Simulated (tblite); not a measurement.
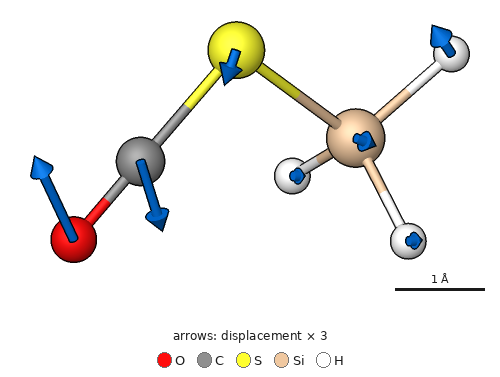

This is a relaxation of CH3OSSi (multiplicity 2). The starting structure is drawn; blue arrows show the displacements, magnified 3 times. The two geometries are superimposed by the best rigid fit.

Style: ball-and-stick. Shown at a tilt.

These are results of GFN2-xTB geometry optimisation, gas phase in tblite, not measurements. 

> What did the optimiser do to the structure, and how much energy did it gain?

The largest move after the best rigid fit is that of the O atom, 0.42 Å. By element the largest moves are O 0.42 Å, C 0.32 Å, H 0.17 Å, S 0.15 Å, Si 0.10 Å. Among the contacts that change: S–Si 2.145 → 2.202 Å, H–Si 1.492 → 1.453 Å, C–S 1.681 → 1.691 Å, H–Si 1.465 → 1.455 Å. Among the angles between lasting bonds that change: O–C–S 178.7° → 135.6°, S–Si–H 108.7° → 102.7°, H–Si–H 109.3° → 114.2°. After 44 geometry steps the energy has fallen by 0.608 eV.
